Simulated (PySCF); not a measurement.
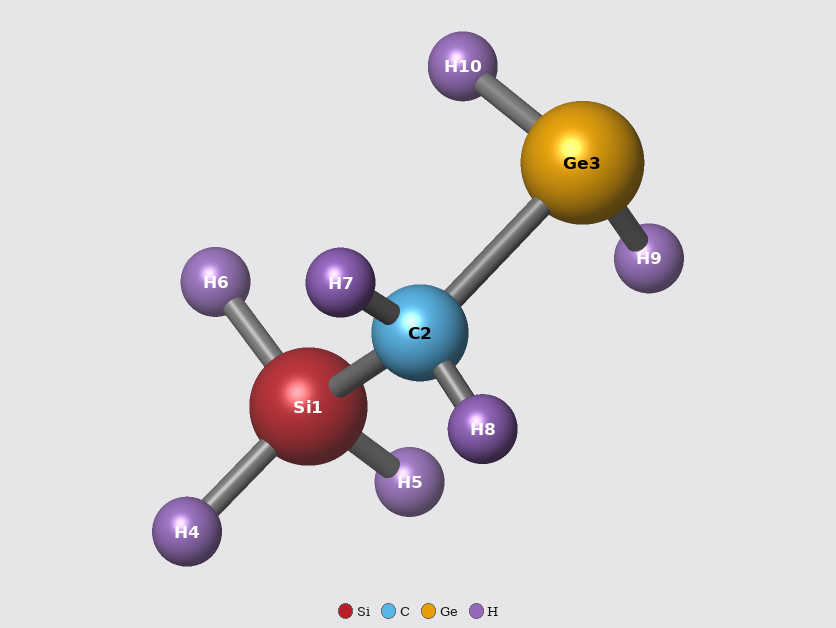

The atoms are numbered. Charge −1, singlet. The computed structure is the end point of a PBE0-D3(BJ)/def2-SVP optimisation. No frequency run is at hand to confirm it as a minimum.

Which atoms are bonded, and how long are the bonds?

```csv
bond,length (Å)
Si1–C2,1.848
Si1–H4,1.530
Si1–H5,1.503
Si1–H6,1.503
C2–Ge3,2.089
C2–H7,1.104
C2–H8,1.104
Ge3–H9,1.616
Ge3–H10,1.616
```
